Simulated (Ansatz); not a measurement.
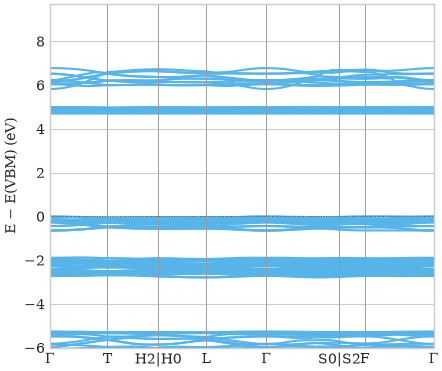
Figure. Band structure from the program Ansatz at the PBE level (PAW)

Task: Read off the gap and where the band edges lie.

Result: About 4.7 eV (4.70 eV by a search for the band edges); maximum on the F–Γ line, 17 % of the way from F, minimum at Γ.

The material is La2S3O12 in space group R-3c (No. 167; La on 12c, S on 18e, O on 36f, O on 36f).

The workflow started from a Materials Project entry (that database holds measured and hypothetical structures alike); the Crystallography Open Database copy checked does not list it. Whether it is the stable phase at ambient conditions was not checked. Symmetry was held in the PBE relaxation; whether a distortion lowers the energy is not shown. Spin–orbit coupling is left out wherever it is not named.

Potentials: the earlier of the program's two PAW sets.
